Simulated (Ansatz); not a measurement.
## AlN (wurtzite): energy against volume

AlN (wurtzite)

```cif
data_Al2N2
_chemical_formula_sum 'Al2 N2'
_space_group_name_H-M_alt 'P 1'
_space_group_IT_number 1
_cell_length_a 3.10656
_cell_length_b 3.10656
_cell_length_c 4.97805
_cell_angle_alpha 90.000
_cell_angle_beta 90.000
_cell_angle_gamma 120.000
loop_
_space_group_symop_operation_xyz
  'x, y, z'
loop_
_atom_site_label
_atom_site_type_symbol
_atom_site_fract_x
_atom_site_fract_y
_atom_site_fract_z
_atom_site_occupancy
Al1 Al 0.33333 0.66667 0.99658 1
Al2 Al 0.66667 0.33333 0.49658 1
N1 N 0.33333 0.66667 0.37822 1
N2 N 0.66667 0.33333 0.87822 1
```

E(V) scan at fixed shape, V₀ the volume above. The atoms relax within the cell's symmetry.

Computed with r2SCAN (plane waves to 500 eV, PAW, scalar-relativistic; Ansatz, a program for electronic structure). k mesh 12×12×7 (Γ-centred), Fermi-Dirac smearing 0.05 eV. Energies are smeared free energies. Stress and pressure are positive under compression. With the shape held, the modulus is that of even scaling; a crystal free to change shape is softer. AlN was relaxed with its symmetry unable to fall. The PAW data are Ansatz's earlier set. The zero of ΔE is the relaxed starting cell.

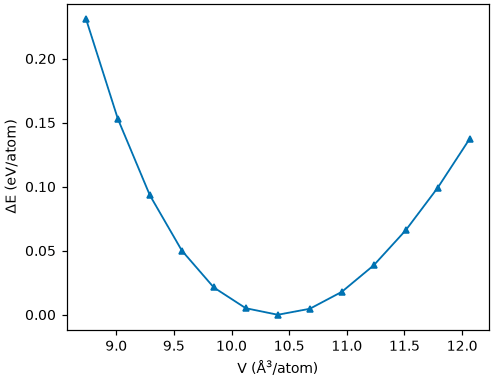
Fig. 1. ΔE (eV/atom) against V (Å³/atom); one marker a computed point.

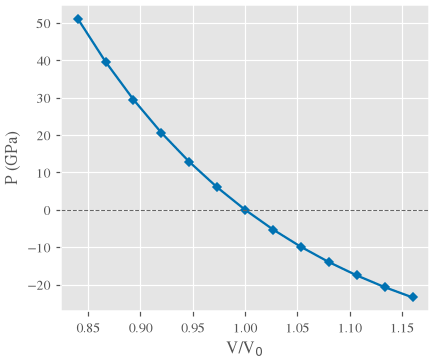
Figure. P (GPa) against V/V₀; markers are the computed points, lines only join them.

The pressure derivative B₀′ (fit) comes out as 3.8 and the bulk modulus at fixed cell shape B₀ (third-order Birch-Murnaghan fit) is 210 GPa. The pressure for 5 % compression (fit) comes out as 11.9 GPa, the equilibrium volume of the fit is 10.40 Å³/atom and the energy cost of the largest expansion is 137.4 meV/atom.

Check by three points about V = 10.401 Å³/atom, step 0.277: d²E/dV² ≈ (5.1 − 2·0.0 + 4.7) meV / 0.277² = 0.127 eV/Å⁶, and V·d²E/dV² × 160.2 = 212 GPa.

(A scan under strain: stresses follow from slopes of the energy per volume, elastic moduli from its curvatures.)
